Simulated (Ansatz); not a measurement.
# Run report: C2H7FMg, nudged elastic band

System: C2H7FMg.
Method: RHF/def2-SVP (Ansatz 0.2.0).

One setting was made poor on purpose. It belongs to a series of runs on one base structure; here: band between the two ends. Figures and captions count atoms from 1; the log counts them from 0 in places.

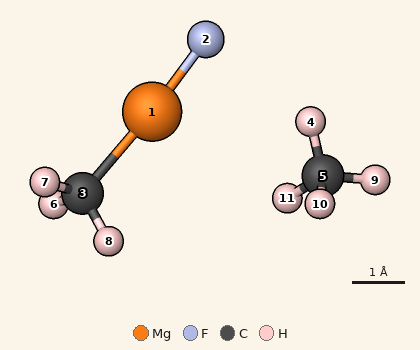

Fig. 1: The starting structure (ball-and-stick view, seen at a tilt; atoms are numbered from 1 in the order of the input). Sticks mark near contacts.

Summary

- outcome: converged
- barrier, forward: 2.194 eV
- barrier, backward: 0.134 eV
- hardware: 2 threads of Arm Neoverse V1, 24 GiB of memory available, shared host
- wall time: 46 s (CPU time 87 s)
- peak memory: 0.17 GiB

A deliberately poor setting: loose force. The order of the saddle point was not checked.

Input file
```yaml
crystal:
  periodic: [false, false, false]
  atoms:
    - { symbol: Mg, position_ang: [0.915079, 1.266333, 0.182345] }
    - { symbol: F, position_ang: [1.516463, 1.370948, -1.464914] }
    - { symbol: C, position_ang: [0.275763, 1.25987, 2.183281] }
    - { symbol: H, position_ang: [0.050559, -0.797931, -2.150657] }
    - { symbol: C, position_ang: [-0.630675, -1.531895, -1.720483] }
    - { symbol: H, position_ang: [-0.624321, 1.867675, 2.322811] }
    - { symbol: H, position_ang: [1.044623, 1.665097, 2.849261] }
    - { symbol: H, position_ang: [0.041207, 0.250259, 2.536438] }
    - { symbol: H, position_ang: [-0.98724, -2.197308, -2.505941] }
    - { symbol: H, position_ang: [-0.113449, -2.123294, -0.963426] }
    - { symbol: H, position_ang: [-1.488108, -1.029853, -1.268712] }
basis:
  gaussian: { orbitals: def2-SVP }
hamiltonian:
  xc: hf
neb:
  order_check: false
  images: 7
  f_tol: 0.2
  max_iterations: 60
  final_atoms:
    - { symbol: Mg, position_ang: [-0.02406741, 0.05293705, 0.17825311] }
    - { symbol: F, position_ang: [1.37849419, 0.80031443, -1.32770081] }
    - { symbol: C, position_ang: [0.17030618, 1.18283072, 1.96442884] }
    - { symbol: H, position_ang: [1.23072853, 0.28945102, -2.06697774] }
    - { symbol: C, position_ang: [-0.72927775, -1.41310547, -1.22189601] }
    - { symbol: H, position_ang: [-0.54371432, 2.01495662, 2.00287561] }
    - { symbol: H, position_ang: [1.16931133, 1.62365799, 2.06811852] }
    - { symbol: H, position_ang: [-0.00543619, 0.57996825, 2.86307697] }
    - { symbol: H, position_ang: [-1.16486558, -0.98315278, -2.13563162] }
    - { symbol: H, position_ang: [0.04210289, -2.12472701, -1.54988787] }
    - { symbol: H, position_ang: [-1.52368085, -2.02322982, -0.77465599] }
  initial_path:
    images:
      - { positions_ang: [[0.915079, 1.266333, 0.182345], [1.516463, 1.370948, -1.464914], [0.275763, 1.25987, 2.183281], [0.050559, -0.797931, -2.150657], [-0.630675, -1.531895, -1.720483], [-0.624321, 1.867675, 2.322811], [1.044623, 1.665097, 2.849261], [0.041207, 0.250259, 2.536438], [-0.98724, -2.197308, -2.505941], [-0.113449, -2.123294, -0.963426], [-1.488108, -1.029853, -1.268712]] }
      - { positions_ang: [[0.84294529, 1.15190089, 0.1303729], [1.42481582, 1.19433437, -1.67549294], [0.24380641, 1.19699527, 2.13408881], [0.13941657, -0.64389083, -2.07635821], [-0.58261092, -1.42852652, -1.60607662], [-0.635778, 1.82835294, 2.27116392], [1.02725448, 1.57838636, 2.79087925], [-0.01524296, 0.1938941, 2.47862986], [-0.89991395, -2.0700997, -2.4205573], [-0.07965125, -2.04076739, -0.85591729], [-1.46514048, -0.96067849, -1.17072939]] }
      - { positions_ang: [[0.77081158, 1.03746879, 0.0784008], [1.33316864, 1.01772073, -1.88607187], [0.21184982, 1.13412054, 2.08489663], [0.22827413, -0.48985065, -2.00205943], [-0.53454685, -1.32515803, -1.49167023], [-0.647235, 1.78903088, 2.21951684], [1.00988596, 1.49167571, 2.73249751], [-0.07169293, 0.13752919, 2.42082172], [-0.81258791, -1.9428914, -2.3351736], [-0.04585349, -1.95824078, -0.74840857], [-1.44217297, -0.89150399, -1.07274679]] }
      - { positions_ang: [[0.69867787, 0.92303668, 0.02642869], [1.24152146, 0.8411071, -2.09665081], [0.17989324, 1.07124581, 2.03570444], [0.3171317, -0.33581048, -1.92776064], [-0.48648277, -1.22178955, -1.37726385], [-0.658692, 1.74970882, 2.16786976], [0.99251744, 1.40496507, 2.67411576], [-0.12814289, 0.08116429, 2.36301359], [-0.72526186, -1.81568309, -2.2497899], [-0.01205574, -1.87571417, -0.64089986], [-1.41920545, -0.82232948, -0.97476418]] }
      - { positions_ang: [[0.62654417, 0.80860458, -0.02554341], [1.14987429, 0.66449347, -2.30722974], [0.14793665, 1.00837108, 1.98651225], [0.40598926, -0.1817703, -1.85346186], [-0.43841869, -1.11842107, -1.26285747], [-0.670149, 1.71038676, 2.11622269], [0.97514892, 1.31825442, 2.61573401], [-0.18459286, 0.02479939, 2.30520545], [-0.63793582, -1.68847479, -2.16440621], [0.02174202, -1.79318756, -0.53339115], [-1.39623793, -0.75315498, -0.87678157]] }
      - { positions_ang: [[0.46389127, 0.61968769, 0.02540572], [1.20702926, 0.69844871, -2.06234751], [0.15352903, 1.05198599, 1.9809914], [0.61217408, -0.06396497, -1.90684083], [-0.51113346, -1.19209217, -1.2526171], [-0.63854033, 1.78652922, 2.08788592], [1.02368952, 1.39460532, 2.47883014], [-0.13980369, 0.1635916, 2.44467333], [-0.76966826, -1.51214429, -2.15721256], [0.02683224, -1.87607242, -0.78751533], [-1.42809866, -1.07067369, -0.85125018]] }
      - { positions_ang: [[0.30123838, 0.43077081, 0.07635485], [1.26418424, 0.73240395, -1.81746528], [0.15912141, 1.0956009, 1.97547054], [0.81835889, 0.05384036, -1.9602198], [-0.58384822, -1.26576327, -1.24237674], [-0.60693166, 1.86267169, 2.05954915], [1.07223013, 1.47095621, 2.34192626], [-0.09501453, 0.30238382, 2.58414121], [-0.9014007, -1.33581379, -2.15001891], [0.03192245, -1.95895729, -1.04163951], [-1.45995939, -1.3881924, -0.82571878]] }
      - { positions_ang: [[0.13858548, 0.24185393, 0.12730398], [1.32133921, 0.76635919, -1.57258305], [0.1647138, 1.13921581, 1.96994969], [1.02454371, 0.17164569, -2.01359877], [-0.65656299, -1.33943437, -1.23213637], [-0.57532299, 1.93881416, 2.03121238], [1.12077073, 1.5473071, 2.20502239], [-0.05022536, 0.44117604, 2.72360909], [-1.03313314, -1.15948328, -2.14282526], [0.03701267, -2.04184215, -1.29576369], [-1.49182012, -1.70571111, -0.80018739]] }
      - { positions_ang: [[-0.02406741, 0.05293705, 0.17825311], [1.37849419, 0.80031443, -1.32770081], [0.17030618, 1.18283072, 1.96442884], [1.23072853, 0.28945102, -2.06697774], [-0.72927775, -1.41310547, -1.22189601], [-0.54371432, 2.01495662, 2.00287561], [1.16931133, 1.62365799, 2.06811852], [-0.00543619, 0.57996825, 2.86307697], [-1.16486558, -0.98315278, -2.13563162], [0.04210289, -2.12472701, -1.54988787], [-1.52368085, -2.02322982, -0.77465599]] }
```

Run as:
```bash
ansatz run input.yaml --threads 2 --pin off --max-ram 3072MiB --backend cpu --events-out ev --progress --plain --runs-dir out
```

The program's output
```
Engine: ansatz 0.2.0, aarch64-unknown-linux-gnu
Functional definition: HF
  exchange = exact_x
  correlation = 0
999 factors; integrals over basis functions are off by at most 3.8e-4 eV
mean field evaluation 1: about -10301.2173 eV, gradient 4.2e1 eV
mean field evaluation 2: about -10301.3258 eV, gradient 4.2e1 eV
mean field evaluation 4: about -10305.0911 eV, gradient 3.1e0 eV
mean field evaluation 8: about -10305.1450 eV, gradient 6.5e-2 eV
mean field -10305.14498235 eV, -378.7070930234 hartree, gradient 2.5e-5 eV, S^2 0.000000; 0 other end points of the search recorded, 0 dependent functions left out
the calculation of the forces begins
reference -10305.14498235 eV, -378.7070930234 hartree; 20, 20 occupied and 75, 75 virtual orbitals, 999 factors
1001 factors; integrals over basis functions are off by at most 1.0e-3 eV
mean field evaluation 16: about -10299.6870 eV, gradient 3.7e1 eV
mean field -10303.08502188 eV, -378.6313908724 hartree, gradient 5.5e-5 eV, S^2 0.000000; 0 other end points of the search recorded, 0 dependent functions left out
[... from here on the field's lines of each further geometry are left out, up to the last ...]
NEB iter   1: max|band force component| = 9.218e0 eV/Å  barrier→ = 4.3383 eV  barrier← = 2.2784 eV  Δτ_max = 0.2000 Å  (322 SCF iters)
NEB iter   2: max|band force component| = 2.180e0 eV/Å  barrier→ = 2.4724 eV  barrier← = 0.4124 eV  Δτ_max = 0.2000 Å  (245 SCF iters)
NEB iter   3: max|band force component| = 2.856e0 eV/Å  barrier→ = 2.3235 eV  barrier← = 0.2635 eV  Δτ_max = 0.1003 Å  (244 SCF iters)
NEB iter   4: max|band force component| = 1.237e0 eV/Å  barrier→ = 2.2165 eV  barrier← = 0.1565 eV  Δτ_max = 0.2000 Å  (249 SCF iters)
NEB iter   5: max|band force component| = 4.786e-1 eV/Å  barrier→ = 2.1659 eV  barrier← = 0.1059 eV  CI = image 5  Δτ_max = 0.1994 Å  (247 SCF iters)
NEB iter   6: max|band force component| = 6.676e-1 eV/Å  barrier→ = 2.1875 eV  barrier← = 0.1275 eV  CI = image 5  Δτ_max = 0.1005 Å  (246 SCF iters)
the calculation of the forces begins
reference -10303.08253645 eV, -378.6312995345 hartree; 20, 20 occupied and 75, 75 virtual orbitals, 1001 factors
1001 factors; integrals over basis functions are off by at most 1.3e-3 eV
mean field -10302.95078287 eV, -378.6264576796 hartree, gradient 8.3e-6 eV, S^2 0.000000; 1 other end points of the search recorded, 0 dependent functions left out
the calculation of the forces begins
reference -10302.95078287 eV, -378.6264576796 hartree; 20, 20 occupied and 75, 75 virtual orbitals, 1001 factors
NEB iter   7: max|band force component| = 1.773e-1 eV/Å  barrier→ = 2.1942 eV  barrier← = 0.1342 eV  CI = image 5  Δτ_max = 0.0000 Å  (597 SCF iters)
```

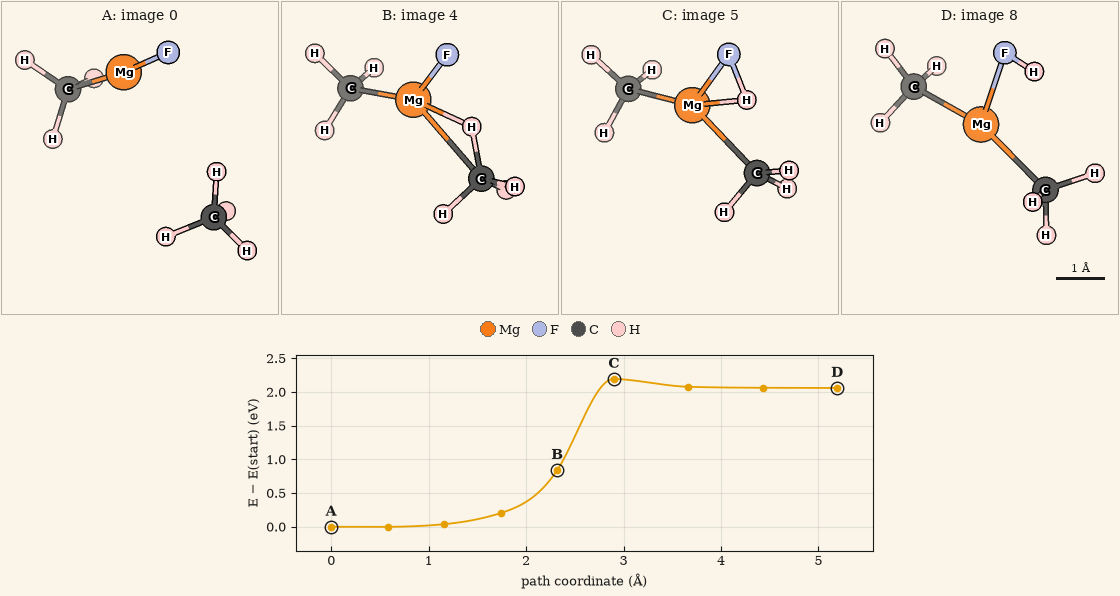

Fig. 2: Images of the last band (counted from 0; ball-and-stick, seen at a tilt) above the energy along the path; the line is a cubic interpolation that uses the forces. The highest image is number 5, 2.194 eV above the start and 0.134 eV above the end (the climbing image); the end lies 2.060 eV above the start. The path is 5.19 Å long. The band converged in 7 iterations.

```
Total energy: -10302.95078287 eV, -378.6264576796 hartree
Atom 0 at     0.208405     0.341003     0.084250 Å, force     0.040338    -0.058973    -0.178717 eV/Å
Atom 1 at     1.046050     0.805836    -1.685190 Å, force    -0.098829    -0.136248     0.016812 eV/Å
Atom 2 at     0.219178     1.128916     2.035821 Å, force    -0.031987     0.004644    -0.028282 eV/Å
Atom 3 at     0.487921    -0.051734    -1.809526 Å, force     0.055453     0.126530     0.099872 eV/Å
Atom 4 at    -0.495399    -1.257115    -1.363988 Å, force     0.050990     0.149257     0.020057 eV/Å
Atom 5 at    -0.551268     1.895250     2.175867 Å, force    -0.001529     0.002651     0.006388 eV/Å
Atom 6 at     1.179392     1.593177     2.280740 Å, force     0.035283     0.021437     0.008365 eV/Å
Atom 7 at     0.037332     0.352053     2.784513 Å, force    -0.013655    -0.022966     0.050216 eV/Å
Atom 8 at    -0.379592    -1.471087    -2.431647 Å, force     0.012024    -0.010585    -0.072460 eV/Å
Atom 9 at    -0.175502    -2.172008    -0.856358 Å, force     0.040139    -0.073515     0.065314 eV/Å
Atom 10 at    -1.576614    -1.164390    -1.214478 Å, force    -0.088227    -0.002231     0.012436 eV/Å
Dipole moment:    -0.066177    -0.119156    -0.102712 e Å
this run last wrote the band of iteration 7 to [file]
```

The last band as extended XYZ (Å, eV, eV/Å)
```
11
Properties=species:S:1:pos:R:3:forces:R:3 image=0 energy=-10305.14498
Mg    0.9151    1.2663    0.1823    0.0169   0.0179  -0.0098
F     1.5165    1.3709   -1.4649   -0.0075  -0.0045   0.0127
C     0.2758    1.2599    2.1833   -0.0126  -0.0169  -0.0057
H     0.0506   -0.7979   -2.1507   -0.0016  -0.0026  -0.0034
C    -0.6307   -1.5319   -1.7205   -0.0032   0.0041   0.0130
H    -0.6243    1.8677    2.3228    0.0007  -0.0014  -0.0022
H     1.0446    1.6651    2.8493    0.0022  -0.0014  -0.0005
H     0.0412    0.2503    2.5364    0.0028   0.0066  -0.0012
H    -0.9872   -2.1973   -2.5059    0.0024   0.0010  -0.0032
H    -0.1134   -2.1233   -0.9634   -0.0027   0.0001   0.0001
H    -1.4881   -1.0299   -1.2687    0.0026  -0.0028   0.0002
11
Properties=species:S:1:pos:R:3:forces:R:3 image=1 energy=-10305.14583
Mg    0.9035    1.2251    0.0621    0.0073   0.0105   0.0005
F     1.5445    1.4101   -1.5631    0.0029   0.0035   0.0022
C     0.2327    1.1533    2.0507   -0.0028  -0.0039  -0.0015
H     0.0782   -0.7165   -2.0301   -0.0032  -0.0056  -0.0067
C    -0.5959   -1.4383   -1.5678   -0.0001  -0.0021   0.0022
H    -0.6454    1.7893    2.2044   -0.0007  -0.0003   0.0009
H     1.0066    1.5004    2.7432   -0.0010   0.0008   0.0077
H    -0.0452    0.1400    2.3583    0.0019   0.0000  -0.0058
H    -0.9645   -2.1160   -2.3366   -0.0056  -0.0061   0.0001
H    -0.0677   -2.0184   -0.8096   -0.0007   0.0027   0.0001
H    -1.4467   -0.9292   -1.1116    0.0021   0.0005   0.0004
11
Properties=species:S:1:pos:R:3:forces:R:3 image=2 energy=-10305.10649
Mg    0.7457    1.0359    0.0557    0.0493   0.0807   0.0285
F     1.4054    1.2664   -1.5575    0.0302   0.0244  -0.0319
C     0.2371    1.1756    2.0852    0.0005   0.0144   0.0103
H     0.1286   -0.6368   -1.8672   -0.0165   0.0030  -0.0182
C    -0.5707   -1.4268   -1.5940   -0.0150  -0.0353  -0.0168
H    -0.5977    1.8669    2.2421   -0.0077  -0.0119   0.0077
H     1.0984    1.5884    2.6222   -0.0149  -0.0001   0.0570
H    -0.0248    0.2313    2.5710   -0.0004  -0.0194  -0.0406
H    -0.7970   -1.9833   -2.5019   -0.0453  -0.0637   0.0179
H    -0.1261   -2.1026   -0.8622    0.0054  -0.0127  -0.0046
H    -1.4991   -1.0152   -1.1933    0.0144   0.0206  -0.0092
11
Properties=species:S:1:pos:R:3:forces:R:3 image=3 energy=-10304.94179
Mg    0.5380    0.7580    0.0345    0.1677   0.2434   0.0306
F     1.2904    1.1401   -1.5181    0.1084   0.1501   0.0010
C     0.2110    1.1327    2.0663   -0.0119   0.0060   0.0269
H     0.1681   -0.5267   -1.7359   -0.0822  -0.0766  -0.0296
C    -0.5228   -1.3514   -1.5633   -0.0377  -0.1320  -0.0914
H    -0.5692    1.8883    2.2075   -0.0184  -0.0182   0.0225
H     1.1508    1.5812    2.4109   -0.0222   0.0085   0.1062
H    -0.0137    0.2957    2.7316   -0.0127  -0.0435  -0.0513
H    -0.6190   -1.8157   -2.5417   -0.1372  -0.1905  -0.0013
H    -0.1247   -2.0827   -0.8585    0.0226  -0.0037  -0.0057
H    -1.5090   -1.0197   -1.2332    0.0236   0.0564  -0.0080
11
Properties=species:S:1:pos:R:3:forces:R:3 image=4 energy=-10304.30339
Mg    0.3321    0.4849    0.0457    0.5706   0.7257  -0.1705
F     1.1380    0.9521   -1.5233    0.3578   0.7200   0.5161
C     0.1987    1.1065    2.0407   -0.0815  -0.0335   0.1515
H     0.2504   -0.3649   -1.6806   -1.1543  -1.4240   0.4659
C    -0.4568   -1.2456   -1.4997   -0.0035  -0.1518  -0.4513
H    -0.5559    1.8907    2.1737   -0.0129  -0.0420  -0.0182
H     1.1663    1.5644    2.2859   -0.0362  -0.0477   0.0008
H     0.0032    0.3392    2.7948   -0.0072  -0.0180   0.0061
H    -0.4374   -1.5923   -2.5238   -0.3126  -0.5254  -0.3092
H    -0.1279   -2.0835   -0.8677    0.3331   0.3964  -0.0881
H    -1.5109   -1.0515   -1.2459    0.3467   0.4003  -0.1030
11
Properties=species:S:1:pos:R:3:forces:R:3 image=5 energy=-10302.95078
Mg    0.2084    0.3410    0.0843    0.0403  -0.0590  -0.1787
F     1.0460    0.8058   -1.6852   -0.0988  -0.1362   0.0168
C     0.2192    1.1289    2.0358   -0.0320   0.0046  -0.0283
H     0.4879   -0.0517   -1.8095    0.0555   0.1265   0.0999
C    -0.4954   -1.2571   -1.3640    0.0510   0.1493   0.0201
H    -0.5513    1.8953    2.1759   -0.0015   0.0027   0.0064
H     1.1794    1.5932    2.2807    0.0353   0.0214   0.0084
H     0.0373    0.3521    2.7845   -0.0137  -0.0230   0.0502
H    -0.3796   -1.4711   -2.4316    0.0120  -0.0106  -0.0725
H    -0.1755   -2.1720   -0.8564    0.0401  -0.0735   0.0653
H    -1.5766   -1.1644   -1.2145   -0.0882  -0.0022   0.0124
11
Properties=species:S:1:pos:R:3:forces:R:3 image=6 energy=-10303.06768
Mg    0.0576    0.1586    0.1456   -0.0479  -0.0602   0.0406
F     1.1448    0.9195   -1.5636   -0.0061   0.0165   0.0451
C     0.2174    1.1433    2.0153    0.0060   0.0292  -0.0530
H     0.7774    0.2282   -2.0455    0.0161  -0.0044  -0.0810
C    -0.6141   -1.3677   -1.2440    0.0448   0.1230   0.0127
H    -0.5504    1.9149    2.1462   -0.0090   0.0091  -0.0081
H     1.1852    1.6391    2.1470    0.0291   0.0163  -0.0002
H     0.1035    0.4450    2.8508   -0.0085  -0.0376   0.0364
H    -0.4193   -1.2771   -2.3254    0.0313  -0.0223  -0.0086
H    -0.1993   -2.3398   -0.9538   -0.0008  -0.0504  -0.0121
H    -1.7029   -1.4641   -1.1726   -0.0550  -0.0193   0.0282
11
Properties=species:S:1:pos:R:3:forces:R:3 image=7 energy=-10303.08254
Mg   -0.0141    0.0674    0.1734   -0.0477  -0.0234   0.0279
F     1.2455    0.9217   -1.3967   -0.0455  -0.0415  -0.0027
C     0.1955    1.1553    1.9812    0.0086   0.0276  -0.0298
H     1.0279    0.3871   -2.1031    0.0347   0.0238  -0.0172
C    -0.6900   -1.4298   -1.2137    0.0466   0.0601  -0.0159
H    -0.5004    2.0011    2.0414   -0.0022   0.0049  -0.0096
H     1.2035    1.5733    2.0824    0.0283   0.0231   0.0161
H     0.0173    0.5424    2.8708   -0.0125  -0.0371   0.0305
H    -0.7537   -1.1122   -2.2649    0.0063   0.0069  -0.0438
H    -0.0388   -2.3127   -1.2037    0.0221  -0.0454  -0.0049
H    -1.6928   -1.7937   -0.9669   -0.0388   0.0010   0.0493
11
Properties=species:S:1:pos:R:3:forces:R:3 image=8 energy=-10303.08502
Mg   -0.0241    0.0529    0.1783    0.0046  -0.0114  -0.0112
F     1.3785    0.8003   -1.3277   -0.0009   0.0211   0.0188
C     0.1703    1.1828    1.9644    0.0077   0.0076  -0.0074
H     1.2307    0.2895   -2.0670    0.0040  -0.0143  -0.0201
C    -0.7293   -1.4131   -1.2219   -0.0197  -0.0065   0.0165
H    -0.5437    2.0150    2.0029    0.0011   0.0012   0.0032
H     1.1693    1.6237    2.0681   -0.0055  -0.0053   0.0019
H    -0.0054    0.5800    2.8631   -0.0015   0.0014   0.0056
H    -1.1649   -0.9832   -2.1356    0.0029  -0.0042   0.0082
H     0.0421   -2.1247   -1.5499   -0.0025   0.0081   0.0044
H    -1.5237   -2.0232   -0.7747    0.0098   0.0023  -0.0200
```
